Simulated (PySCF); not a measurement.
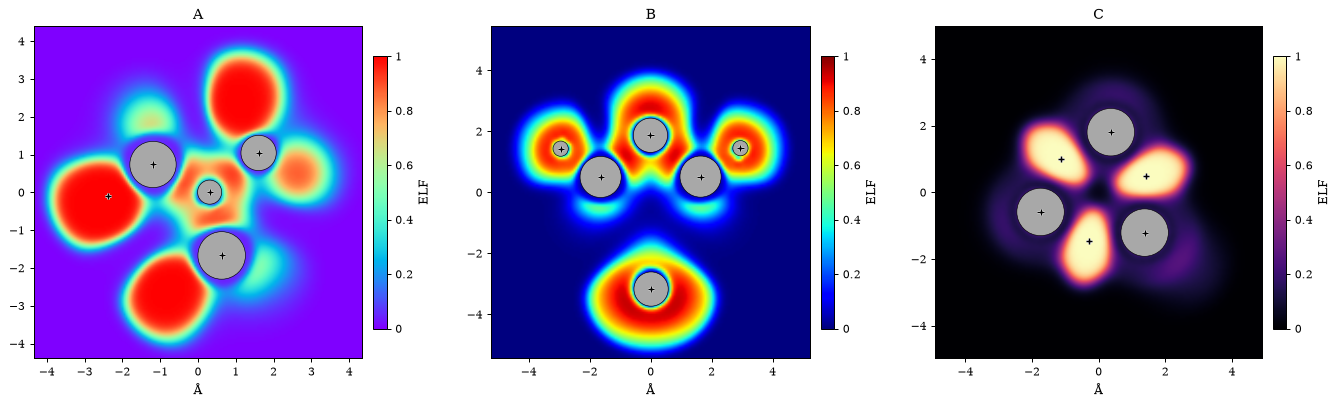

The electron localisation function of 3 systems, each on a plane through atoms (crosses mark nuclei in the plane; grey discs cover the cores).

All numbers below come from PySCF, PBE0/def2-SVPD, SCF density, gas phase.

System 1: Br6Ga3H3, the plane of atoms H4, Ga1 and H12. Geometry: PBE0-D3(BJ)/def2-SVP.

```xyz
12

Ga   -0.5052   -1.5208   -0.9004
Br   -2.6365   -1.4686   -1.6742
Br    0.9378   -3.2580   -1.1377
H    -0.5531   -1.1530    0.7550
Ga   -0.2868    0.1500    1.8090
Br   -2.3093    1.0433    2.3272
Br    1.2672   -0.5499    3.3022
H     0.4871    1.2211    0.7465
Ga    0.8641    1.3603   -0.9034
Br   -0.5183    2.9806   -1.6863
Br    3.1201    1.2272   -1.1087
H     0.2484   -0.1149   -1.4782
```

System 2: BH9NSi2 (SMILES [BH3-]N([SiH3])[SiH3]) (charge −1), the plane of atoms B1, N2 and Si3. Geometry: GFN2-xTB, MD frame at 250 fs, 400 K.

```yaml
atoms:
  - { symbol: B, position_ang: [-0.0963, 1.4488, 0.8786] }
  - { symbol: N, position_ang: [-0.4555, -0.0672, 0.3080] }
  - { symbol: Si, position_ang: [0.8364, -0.9217, -0.3077] }
  - { symbol: Si, position_ang: [-2.0845, -0.5696, 0.3522] }
  - { symbol: H, position_ang: [1.0109, 1.7695, 0.4380] }
  - { symbol: H, position_ang: [-0.1117, 1.2902, 2.1037] }
  - { symbol: H, position_ang: [-0.9243, 2.2155, 0.6207] }
  - { symbol: H, position_ang: [1.2171, -0.3870, -1.6667] }
  - { symbol: H, position_ang: [0.6281, -2.3192, -0.6741] }
  - { symbol: H, position_ang: [1.9947, -0.9738, 0.5978] }
  - { symbol: H, position_ang: [-2.6393, -0.8894, 1.7245] }
  - { symbol: H, position_ang: [-2.3965, -1.7262, -0.5454] }
  - { symbol: H, position_ang: [-3.0950, 0.4240, -0.2937] }
```

System 3: F4S6Si4 ((FSi)4S6 adamantane), the plane of atoms Si4, S14 and Si11. Geometry: PBE0-D3(BJ)/def2-SVP.

```yaml
atoms:
  - { symbol: Si, position_ang: [-1.5082, -1.0365, -0.8323] }
  - { symbol: F, position_ang: [-2.7096, -1.8677, -1.5014] }
  - { symbol: S, position_ang: [-0.7896, 0.2448, -2.3755] }
  - { symbol: Si, position_ang: [0.7836, 1.2527, -1.3527] }
  - { symbol: F, position_ang: [1.4170, 2.2546, -2.4372] }
  - { symbol: S, position_ang: [0.0913, 2.5056, 0.2248] }
  - { symbol: Si, position_ang: [-0.6988, 1.0488, 1.5641] }
  - { symbol: F, position_ang: [-1.2531, 1.8907, 2.8150] }
  - { symbol: S, position_ang: [-2.3959, 0.0150, 0.7929] }
  - { symbol: S, position_ang: [0.7826, -0.2435, 2.3833] }
  - { symbol: Si, position_ang: [1.4161, -1.2770, 0.6317] }
  - { symbol: F, position_ang: [2.5514, -2.2950, 1.1382] }
  - { symbol: S, position_ang: [-0.0979, -2.5106, -0.2188] }
  - { symbol: S, position_ang: [2.3917, -0.0258, -0.7889] }
```

Match each panel to its system.

Answer. Panel A is system 2, BH9NSi2: the plane holds B, N, Si and H. B–N (1.66 Å): the ELF peaks at about 0.90 between the atoms, as expected for a polar covalent bond. Panel B is system 3, F4S6Si4: the plane holds Si, F and S. Si–F (1.61 Å): the ELF peaks at about 0.85 in the valence shell of F, 0.6 Å from its nucleus, and is about 0.50 at the midpoint. Panel C is system 1, Br6Ga3H3: the plane holds Ga and H. Ga–H (1.70 Å): the ELF climbs to about 1 towards the hydrogen.
